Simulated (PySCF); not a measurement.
SMILES [SiH3]c1ccc(-c2ccco2)cc1 (C10H10OSi) at its GFN2-xTB optimised geometry (Å):

```
22

Si     2.9988    -3.2086     0.0088
C      1.7223    -1.8214     0.0014
C      2.1249    -0.4873     0.0013
C      1.2082     0.5427     0.0007
C     -0.1619     0.2709     0.0004
C     -1.1238     1.3545     0.0000
C     -2.4980     1.3545     0.0000
C     -2.8983     2.7080     0.0000
C     -1.7485     3.4368     0.0000
O     -0.6761     2.6331     0.0000
C     -0.5760    -1.0620     0.0002
C      0.3539    -2.0811     0.0007
H      2.3045    -4.4939    -0.0833
H      3.7748    -3.1467     1.2509
H      3.9008    -3.0417    -1.1342
H      3.1809    -0.2547     0.0013
H      1.5402     1.5703     0.0005
H     -3.1447     0.5016     0.0000
H     -3.9008     3.0843     0.0001
H     -1.5695     4.4939     0.0000
H     -1.6298    -1.2952    -0.0005
H      0.0115    -3.1066     0.0004
```

Computed with PySCF with PBE/def2-SVP.

Map of the HOMO−1 amplitude (bohr^(-3/2)) on the plane z = 1.2 Å; orbital energy -6.39 eV, overall sign arbitrary:

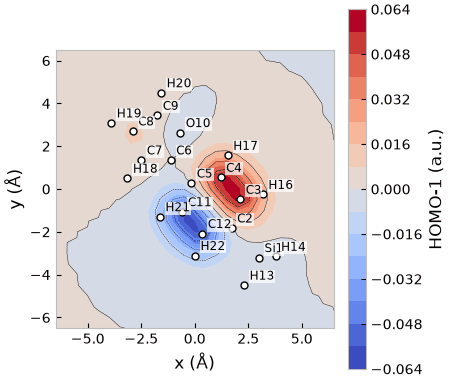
Fig. 1. HOMO−1 amplitude (bohr^(-3/2)) on the plane z = 1.2 Å.
